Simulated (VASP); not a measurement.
Band structure of Yb (fcc). These are PW91 GGA, VASP's PBE PAW potentials (set 64) (plane waves; VASP) values and carry that method's errors.

The 4f electrons are frozen in the core of the lanthanide potential, so 4f levels, which can set the real gap, and their magnetism are missing.

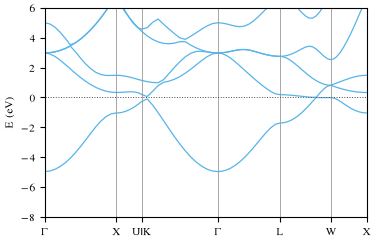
*Bands along high-symmetry lines, zero at the valence-band maximum or, without a gap, the Fermi level*

Question: Read the plot: is there a gap, and where are the band edges?

Answer: The gap is indirect, 0.01 eV, from the valence maximum at L-W at 0.71 to the conduction minimum at L-W at 0.64. (Edges off the drawn lines would not show.)

The compound is Yb in the fcc structure. It was relaxed first.
